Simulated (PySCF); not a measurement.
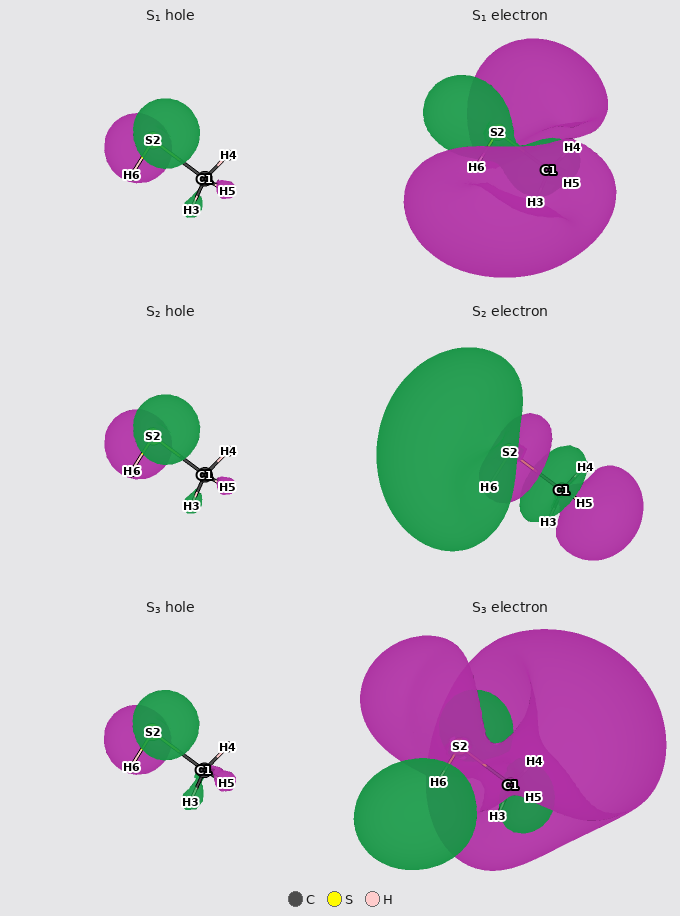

CH$_{4}$S, SMILES `CS`. Leading natural transition orbitals (full linear response singlet states).

Computed with PySCF, CAM-B3LYP/aug-cc-pVDZ, geometry: GFN2-xTB. No frequency check shows the geometry to be a minimum. GFN2-xTB bond lengths at metals and heavier atoms can be off by up to 0.1 Å and shapes distorted, which carries into these values.

> Give the energy and character of each state.

By state:
- S₁: 5.27 eV (235 nm), f = 0.008, diffuse (Rydberg-like) orbital; the leading pair carries 100 %; hole on S2 (82 %) and C1 (7 %), electron on S2 (38 %), H6 (23 %) and C1 (15 %) (atom shares of so diffuse an orbital are rough); their centroids lie 0.7 Å apart.
- S₂: 5.91 eV (210 nm), f = 0.029, diffuse (Rydberg-like) orbital; the leading pair carries 100 %; hole on S2 (82 %) and C1 (7 %), electron on S2 (48 %), H6 (27 %) and C1 (15 %) (atom shares of so diffuse an orbital are rough); their centroids lie 0.9 Å apart.
- S₃: 6.70 eV (185 nm), f = 0.006, diffuse (Rydberg-like) orbital; the leading pair carries 100 %; hole on S2 (82 %) and C1 (7 %), electron on H4 (25 %), S2 (25 %) and C1 (19 %) (atom shares of so diffuse an orbital are rough); their centroids lie 1.5 Å apart.

The PySCF run took 3 min on 1 thread of Intel(R) Xeon(R) Platinum 8375C CPU @ 2.90GHz (Ice Lake), with other jobs on the host, peak memory 0.53 GiB.
